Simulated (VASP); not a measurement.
Band structure of SnS (space group Fm-3m). All values below come from PBEsol GGA with spin-orbit coupling, VASP's PBE PAW potentials (set 64) (plane waves; VASP).

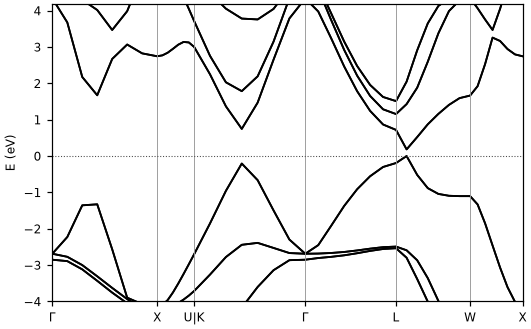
Bands along high-symmetry lines, zero at the valence-band maximum or, without a gap, the Fermi level

Task: Read the plot: is there a gap, and where are the band edges?

Result: The gap is direct, 0.18 eV, from the valence maximum at L-W at 0.14 to the conduction minimum at L-W at 0.14.

The structure comes from a computed database's SnS entry (Fm-3m); how it stands against other phases isn't given here. It was relaxed first.
